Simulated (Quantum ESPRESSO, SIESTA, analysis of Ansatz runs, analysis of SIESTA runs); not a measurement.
# Levels of V_H in MgH2 (P4_2/mnm), rung by rung (SIESTA and Quantum ESPRESSO), part 3 of 6

We place the charge-transition levels of V_H in MgH2 (P4_2/mnm) with atom-centred orbitals, then repeat the energies at other levels of method to see what holds. Model: a cell of 72 host atoms with 1 H taken out.

SIESTA and Quantum ESPRESSO ; SIESTA numerical-orbital DFT, PBEsol, DZP basis, PseudoDojo 0.4.1 potentials converted to PSML; charged supercells in a uniform background, point-charge correction with alignment at far sites.

So far. Step 2 (Band edges): The gap at this level is 3.26 eV. Step 3 (Relaxing each charge state): Against the host's sites the lattice moves most at charge −1 (0.29 Å); the smallest move among the states is 0.04 Å.

## 4. Corrections and levels

A charged cell interacts with its images and the background. The point-charge term, screened by the static dielectric constant, takes that out, and the potential far from the defect is aligned with the host's. Chemical potentials: H (H2 molecule) and Mg (hcp), run alike.

By state, in eV; the first energy still holds the atoms taken out or put in:

```csv
charge,moment (μB),"energy over the host, electrons at the valence top",point-charge term,potential shift at far sites,its spread,correction
−1,0,19.407,0.213,0.063,0.061,0.150
0,1,16.838,0.000,-,-,0.000
+1,0,14.264,0.213,-0.009,0.091,0.204
```

Potentials at atomic sites for charge −1, some of the atoms; distances and the model charge refer to the site on which the defect was built:

```csv
atom,distance from that site (Å),potential less the host's (eV),point-charge model (eV)
Mg25,1.647,0.525,0.467
H15,2.831,-0.018,0.089
H65,3.244,-0.004,0.067
H53,3.908,0.340,-0.046
H63,4.475,0.032,0.019
Mg66,4.592,-0.048,-0.073
H68,4.836,0.032,-0.045
H58,5.163,-0.003,-0.088
Mg36,5.362,-0.025,-0.096
H45,6.342,0.119,-0.058
H39,7.049,0.144,-0.110
```

Over the charge states the far sites scatter by a standard deviation of up to 0.09 eV about the model once its mean shift is taken off, which is the uncertainty of the alignment.

Limit set by the element alone; other compounds of these elements are not counted. Chemical potentials from the elements' reference states: H 0.00 eV, Mg -0.60 eV. Formation energy by charge state (H-rich; gap 3.26 eV):

```csv
charge,at valence top (eV),at conduction bottom (eV),correction included (eV)
+1,-1.00,2.25,0.20
0,1.37,1.37,0.00
−1,4.09,0.83,0.15
```

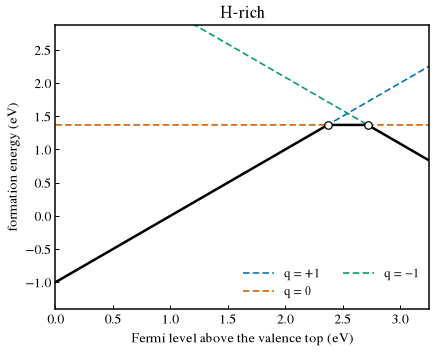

Formation energy against Fermi level; the thick line follows the lowest charge state and circles mark the transition levels.

Limit set by the element alone; other compounds of these elements are not counted. Chemical potentials from the elements' reference states: Mg 0.00 eV, H -0.30 eV. Formation energies (Mg-rich), with the Fermi level at the valence top and at the conduction bottom (gap 3.26 eV):

```csv
charge,at valence top (eV),at conduction bottom (eV),correction included (eV)
+1,-1.30,1.95,0.20
0,1.07,1.07,0.00
−1,3.79,0.53,0.15
```

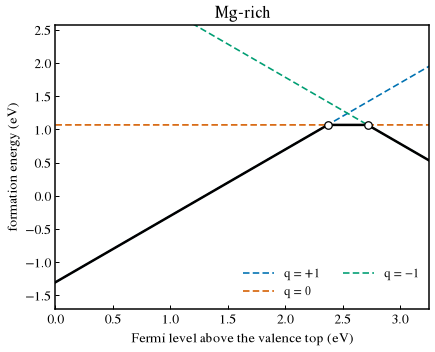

Formation energy against Fermi level; the thick line follows the lowest charge state and circles mark the transition levels.

So at this level: (+1/0) at 2.37 eV (2.57 without the correction) and (0/−1) at 2.72 eV (2.57 without the correction), in a gap of 3.26 eV.

## 5. SIESTA, PBEsol, DZP, mesh 300 Ry, energy shift 0.02 Ry, with orbitals at the vacancy, k = ¼

The orbitals' energy shift goes from 0.005 to 0.02 Ry on the same structures. A larger shift confines the orbitals more: the run is cheaper, and the tails that carry anions and vacancy electrons are cut.

defect.fdf

```
SystemName                      Mg24H47
SystemLabel                     defect
NumberOfSpecies                 3
NumberOfAtoms                   72
%block ChemicalSpeciesLabel
  1   12 Mg
  2    1 H
  3   -1 H_ghost
%endblock ChemicalSpeciesLabel
LatticeConstant                 1.0 Ang
%block LatticeVectors
     8.974648000     0.000000000     0.000000000
     0.000000000     8.974648000     0.000000000
     0.000000000     0.000000000     9.254490000
%endblock LatticeVectors
AtomicCoordinatesFormat         Fractional
%block AtomicCoordinatesAndAtomicSpecies
     0.249709069     0.249369112     0.167362545  1
    -0.001197373     0.001057980    -0.000012318  1
     0.346848812     0.346277425     0.000454482  2
[... 6 atom lines left out ...]
     0.403542958     0.098263353     0.499746718  2
[... 15 atom lines left out ...]
     0.000442134     0.500835799     0.331698775  1
[... 21 atom lines left out ...]
     0.748856668     0.251267905     0.831872205  1
[... 13 atom lines left out ...]
     0.846460719     0.849231524     0.333704613  2
[... 5 atom lines left out ...]
     0.847972310     0.847904118     0.666057233  2
[... 2 atom lines left out ...]
     0.600403604     0.905303584     0.834822989  2
     0.402690445     0.597309555     0.500000000  3
%endblock AtomicCoordinatesAndAtomicSpecies
%block kgrid.MonkhorstPack
    1   0   0  0.25
    0   1   0  0.25
    0   0   1  0.25
%endblock kgrid.MonkhorstPack
XC.Functional                   GGA
XC.Authors                      PBEsol
PAO.BasisSize                   DZP
PAO.EnergyShift                 0.02 Ry
Mesh.Cutoff                     300 Ry
NetCharge                       -1.0
OccupationFunction              FD
ElectronicTemperature           0.01 eV
MaxSCFIterations                150
SCF.MustConverge                true
SCF.Mixer.Method                Pulay
SCF.Mixer.Weight                0.2
SCF.Mixer.History               10
SCF.DM.Tolerance                1.0e-4
SCF.H.Tolerance                 1.0e-3 eV
WriteForces                     true
Charge.Mulliken                 end
SaveRho                         true
SaveElectrostaticPotential      true
Charge.Hirshfeld                end
Charge.Voronoi                  end
```

Launch:

```console
$ OMP_NUM_THREADS=1 siesta defect.fdf > defect.out
```

Log:

```text
Version         : 5.4.2

                           ***********************
                           *  WELCOME TO SIESTA  *
                           ***********************

[...]
reinit: Reading from file defect.fdf

reinit: -----------------------------------------------------------------------
reinit: System Name: Mg24H47
reinit: -----------------------------------------------------------------------
reinit: System Label: defect
reinit: -----------------------------------------------------------------------

initatom: Reading input for the pseudopotentials and atomic orbitals ----------
Species number:   1 Atomic number:   12 Label: Mg
Species number:   2 Atomic number:    1 Label: H
Species number:   3 Atomic number:   -1 Label: H_ghost (floating PAOs)

[... pseudopotential checks and orbital generation ...]

prinput: Basis input

PAO.BasisType split

%block ChemicalSpeciesLabel
    1   12 Mg                      # Species index, atomic number, species label
    2    1 H                       # Species index, atomic number, species label
    3   -1 H_ghost                 # Species index, atomic number, species label
%endblock ChemicalSpeciesLabel

%block PAO.Basis                 # Define Basis set
# WARNING: This information might be incomplete!
Mg                    4                    # Species label, number of l-shells
 n=2   0   1                         # n, l, Nzeta
   2.178
   1.000
 n=3   0   2                         # n, l, Nzeta
   6.471      4.932
   1.000      1.000
 n=2   1   1                         # n, l, Nzeta
   2.393
   1.000
 n=3   1   1                         # n, l, Nzeta
   6.471
   1.000
H                     1                    # Species label, number of l-shells
[...]
(Free)E + p*V (eV/cell)   -39451.6278
Target enthalpy (eV/cell)   -39437.4920
[...]
siesta: Final energy (eV):
siesta:  Band Struct. =  -11313.834964
siesta:       Kinetic =   22799.614659
siesta:       Hartree =   14996.818523
siesta:         Exch. =   -5186.184062
siesta:         Corr. =    -348.281173
siesta:   Exch.-corr. =   -5534.465235
siesta:  Ion-electron =  -56880.157169
siesta:       Ion-ion =  -14819.302754
siesta:         Total =  -39437.491975
siesta:         Fermi =      -2.879241
[...]
siesta: Atomic forces (eV/Ang):
siesta:      1    0.005208    0.005089    0.012064
siesta:      2    0.000286    0.009003    0.000844
siesta:      3    0.015244    0.011035   -0.008251
[...]
siesta:     71    0.005847   -0.019100   -0.002256
siesta:     72   -0.053978    0.053206    0.001269
siesta: ----------------------------------------
siesta:    Tot    0.108279   -0.054889    0.043735
[...]
siesta: Stress tensor (static) (eV/Ang**3):
siesta:     0.021985   -0.000452   -0.000257
siesta:    -0.000452    0.021986   -0.000246
siesta:    -0.000257   -0.000246    0.012922
[...]
siesta: Cell volume =        745.396481 Ang**3
[...]
siesta: Pressure (static):
siesta:                Solid            Molecule  Units
siesta:          -0.00020655         -0.00020588  Ry/Bohr**3
siesta:          -0.01896417         -0.01890316  eV/Ang**3
siesta:         -30.38395531        -30.28620595  kBar
[...]
mulliken: Qtot =      288.000

Mulliken Atomic Populations:
Atom #   charge [q] valence [e]  Species
     1     0.810341    9.189659  Mg
     2     0.799118    9.200882  Mg
     3    -0.418502    1.418502  H
     4    -0.416676    1.416676  H
     5    -0.418111    1.418111  H
[...]
7     0.820323    9.179677  Mg
[...]
66     0.808556    9.191444  Mg
    67     0.623013    9.376987  Mg
[...]
70    -0.407870    1.407870  H
    71    -0.416015    1.416015  H
    72     0.707708    0.292292  H_ghost
 Total    -0.000000

[...]
Job completed
```

The job ended after 77 s (1 MPI rank of Intel Xeon Platinum 8259CL at 2.50GHz (Skylake/Cascade Lake), shared host; peak memory 0.48 GiB).

On the kept structures the largest force at this level is 0.13 eV/Å, so they are close to rest here too.

The kept cell is not at rest at this level: the host stands at -3 GPa, against 0.0 GPa at the first level, which bears on gap and formation energies.

By state, in eV; the first energy still holds the atoms taken out or put in:

```csv
charge,moment (μB),"energy over the host, electrons at the valence top",point-charge term,potential shift at far sites,its spread,correction
−1,0,19.436,0.213,0.054,0.062,0.159
0,1,16.858,0.000,-,-,0.000
+1,0,14.233,0.213,-0.011,0.091,0.202
```

Against the first level the gap goes from 3.26 to 3.32 eV, and the level that moves most, (+1/0), from 2.37 to 2.42 eV.

## 6. SIESTA, PBEsol, DZP, mesh 300 Ry, energy shift 0.01 Ry, with orbitals at the vacancy, k = ¼

The orbitals' energy shift goes from 0.005 to 0.01 Ry on the same structures. A larger shift confines the orbitals more: the run is cheaper, and the tails that carry anions and vacancy electrons are cut.

Changes to defect.fdf since step 5:

```diff
@@ -42,3 +42,3 @@
 PAO.BasisSize                   DZP
-PAO.EnergyShift                 0.02 Ry
+PAO.EnergyShift                 0.01 Ry
 Mesh.Cutoff                     300 Ry
```

Log:

```text
Version         : 5.4.2

                           ***********************
                           *  WELCOME TO SIESTA  *
                           ***********************

[...]
reinit: Reading from file defect.fdf

reinit: -----------------------------------------------------------------------
reinit: System Name: Mg24H47
reinit: -----------------------------------------------------------------------
reinit: System Label: defect
reinit: -----------------------------------------------------------------------

initatom: Reading input for the pseudopotentials and atomic orbitals ----------
Species number:   1 Atomic number:   12 Label: Mg
Species number:   2 Atomic number:    1 Label: H
Species number:   3 Atomic number:   -1 Label: H_ghost (floating PAOs)

[... pseudopotential checks and orbital generation ...]

prinput: Basis input

PAO.BasisType split

%block ChemicalSpeciesLabel
    1   12 Mg                      # Species index, atomic number, species label
    2    1 H                       # Species index, atomic number, species label
    3   -1 H_ghost                 # Species index, atomic number, species label
%endblock ChemicalSpeciesLabel

%block PAO.Basis                 # Define Basis set
# WARNING: This information might be incomplete!
Mg                    4                    # Species label, number of l-shells
 n=2   0   1                         # n, l, Nzeta
   2.336
   1.000
 n=3   0   2                         # n, l, Nzeta
   7.124      5.254
   1.000      1.000
 n=2   1   1                         # n, l, Nzeta
   2.599
   1.000
 n=3   1   1                         # n, l, Nzeta
   7.124
   1.000
H                     1                    # Species label, number of l-shells
[...]
2   -0.006221    0.012011    0.001635
     3    0.002701   -0.002048   -0.007126
[...]
71   -0.005249   -0.006037   -0.002870
    72    0.008205   -0.008866    0.000716
   Tot    0.087162   -0.043061    0.036990
   Max    0.034699
   Res    0.009844    sqrt( Sum f_i^2 / 3N )
   Max    0.034699    constrained
[...]
Stress tensor Voigt[x,y,z,yz,xz,xy] (kbar):       12.36       12.40        3.74       -0.66       -0.68       -0.83
(Free)E + p*V (eV/cell)   -39458.2625
Target enthalpy (eV/cell)   -39453.8429
[...]
siesta: Final energy (eV):
siesta:  Band Struct. =  -11523.199451
siesta:       Kinetic =   22730.831991
siesta:       Hartree =   14954.277676
siesta:         Exch. =   -5177.799892
siesta:         Corr. =    -348.428780
siesta:   Exch.-corr. =   -5526.228672
siesta:  Ion-electron =  -56946.347440
siesta:       Ion-ion =  -14666.376450
siesta:         Total =  -39453.842894
siesta:         Fermi =      -2.885409
[...]
siesta: Stress tensor (static) (eV/Ang**3):
siesta:     0.007718   -0.000517   -0.000423
siesta:    -0.000517    0.007737   -0.000412
siesta:    -0.000423   -0.000412    0.002333
[...]
siesta: Cell volume =        745.396481 Ang**3
[...]
siesta: Pressure (static):
siesta:                Solid            Molecule  Units
siesta:          -0.00006458         -0.00006821  Ry/Bohr**3
siesta:          -0.00592922         -0.00626231  eV/Ang**3
siesta:          -9.49965356        -10.03332734  kBar
[...]
mulliken: Qtot =      288.000

Mulliken Atomic Populations:
Atom #   charge [q] valence [e]  Species
     1     0.799237    9.200763  Mg
     2     0.768848    9.231152  Mg
     3    -0.402663    1.402663  H
     4    -0.408677    1.408677  H
     5    -0.400263    1.400263  H
[...]
7     0.810367    9.189633  Mg
[...]
66     0.798540    9.201460  Mg
    67     0.557366    9.442634  Mg
[...]
70    -0.396756    1.396756  H
    71    -0.408891    1.408891  H
    72     0.782291    0.217709  H_ghost
 Total    -0.000000

[...]
Job completed
```

The job ended after 1.9 min (1 MPI rank; peak memory 0.56 GiB).

On the kept structures the largest force at this level is 0.05 eV/Å, so they are close to rest here too.

By state, in eV; the first energy still holds the atoms taken out or put in:

```csv
charge,moment (μB),"energy over the host, electrons at the valence top",point-charge term,potential shift at far sites,its spread,correction
−1,0,19.423,0.213,0.059,0.061,0.154
0,1,16.846,0.000,-,-,0.000
+1,0,14.267,0.213,-0.009,0.091,0.204
```

Against the first level the gap goes from 3.26 to 3.27 eV, and the level that moves most, (0/−1), from 2.72 to 2.73 eV.

## 7. SIESTA, PBEsol, DZP, mesh 300 Ry, energy shift 0.002 Ry, with orbitals at the vacancy, k = ¼

The orbitals' energy shift goes from 0.005 to 0.002 Ry on the same structures. A smaller shift lets the orbitals reach further, at a higher cost; if the levels stay, the first range was enough.

Changes to defect.fdf since step 6:

```diff
@@ -42,3 +42,3 @@
 PAO.BasisSize                   DZP
-PAO.EnergyShift                 0.01 Ry
+PAO.EnergyShift                 0.002 Ry
 Mesh.Cutoff                     300 Ry
```

Log:

```text
Version         : 5.4.2

                           ***********************
                           *  WELCOME TO SIESTA  *
                           ***********************

[...]
reinit: Reading from file defect.fdf

reinit: -----------------------------------------------------------------------
reinit: System Name: Mg24H47
reinit: -----------------------------------------------------------------------
reinit: System Label: defect
reinit: -----------------------------------------------------------------------

initatom: Reading input for the pseudopotentials and atomic orbitals ----------
Species number:   1 Atomic number:   12 Label: Mg
Species number:   2 Atomic number:    1 Label: H
Species number:   3 Atomic number:   -1 Label: H_ghost (floating PAOs)

[... pseudopotential checks and orbital generation ...]

prinput: Basis input

PAO.BasisType split

%block ChemicalSpeciesLabel
    1   12 Mg                      # Species index, atomic number, species label
    2    1 H                       # Species index, atomic number, species label
    3   -1 H_ghost                 # Species index, atomic number, species label
%endblock ChemicalSpeciesLabel

%block PAO.Basis                 # Define Basis set
# WARNING: This information might be incomplete!
Mg                    4                    # Species label, number of l-shells
 n=2   0   1                         # n, l, Nzeta
   2.694
   1.000
 n=3   0   2                         # n, l, Nzeta
   8.582      5.778
   1.000      1.000
 n=2   1   1                         # n, l, Nzeta
   3.057
   1.000
 n=3   1   1                         # n, l, Nzeta
   8.582
   1.000
H                     1                    # Species label, number of l-shells
[...]
2   -0.018686    0.023196    0.002052
     3   -0.004072   -0.007575   -0.005706
[...]
71   -0.016508    0.007506   -0.001285
    72   -0.003036    0.003478    0.000328
   Tot    0.066791   -0.034095    0.027699
   Max    0.038859
   Res    0.013268    sqrt( Sum f_i^2 / 3N )
   Max    0.038859    constrained
[...]
Stress tensor Voigt[x,y,z,yz,xz,xy] (kbar):        5.08        5.10        5.81       -0.38       -0.40       -0.23
(Free)E + p*V (eV/cell)   -39467.0330
Target enthalpy (eV/cell)   -39464.5520
[...]
siesta: Final energy (eV):
siesta:  Band Struct. =  -11776.997727
siesta:       Kinetic =   22718.498726
siesta:       Hartree =   14936.342405
siesta:         Exch. =   -5177.745118
siesta:         Corr. =    -348.568887
siesta:   Exch.-corr. =   -5526.314005
siesta:  Ion-electron =  -57151.891573
siesta:       Ion-ion =  -14441.187525
siesta:         Total =  -39464.551971
siesta:         Fermi =      -4.091505
[...]
siesta: Stress tensor (static) (eV/Ang**3):
siesta:     0.003174   -0.000141   -0.000248
siesta:    -0.000141    0.003185   -0.000239
siesta:    -0.000248   -0.000239    0.003627
[...]
siesta: Cell volume =        745.396481 Ang**3
[...]
siesta: Pressure (static):
siesta:                Solid            Molecule  Units
siesta:          -0.00003625         -0.00004141  Ry/Bohr**3
siesta:          -0.00332849         -0.00380242  eV/Ang**3
siesta:          -5.33282246         -6.09214351  kBar
[...]
mulliken: Qtot =      288.000

Mulliken Atomic Populations:
Atom #   charge [q] valence [e]  Species
     1     0.895523    9.104477  Mg
     2     0.867036    9.132964  Mg
     3    -0.463226    1.463226  H
     4    -0.447704    1.447704  H
     5    -0.460266    1.460266  H
[...]
7     0.901019    9.098981  Mg
[...]
66     0.895720    9.104280  Mg
    67     0.608802    9.391198  Mg
[...]
70    -0.456379    1.456379  H
    71    -0.441988    1.441988  H
    72     0.816514    0.183486  H_ghost
 Total     0.000000

[...]
Job completed
```

The job ended after 4.1 min (1 MPI rank; peak memory 0.81 GiB).

On the kept structures the largest force at this level is 0.08 eV/Å, so they are close to rest here too.

By state, in eV; the first energy still holds the atoms taken out or put in:

```csv
charge,moment (μB),"energy over the host, electrons at the valence top",point-charge term,potential shift at far sites,its spread,correction
−1,0,19.369,0.213,0.066,0.061,0.147
0,1,16.848,0.000,-,-,0.000
+1,0,14.240,0.213,-0.008,0.091,0.205
```

Against the first level the gap goes from 3.26 to 3.23 eV, and the level that moves most, (0/−1), from 2.72 to 2.67 eV.

(Part 3 of 6 ends here.)

[Logs are printed without paths, hosts, clocks, repeated set-up lines and the standing remarks that a program may print on its own settings, such as how far it seeks lower states.]

[Hosts, paths, dates, database ids (printed as entryN), source tags and the programs' standing remarks are cut or masked in the printed files.]

[For some hosts the program warned that the k-mesh of the response run may be too coarse for force constants and the static dielectric constant; such warnings are not shown here.]

[Charge tables in the logs are Mulliken or Hirshfeld populations, whose sizes and signs can differ; where basis functions stand at a vacancy, SIESTA counts their charge against the missing atom's valence.]

[In relaxation paths of CP2K, step 0 can be the structure after the first move, since the trajectory file begins there, and the last row can be the final structure solved once more.]
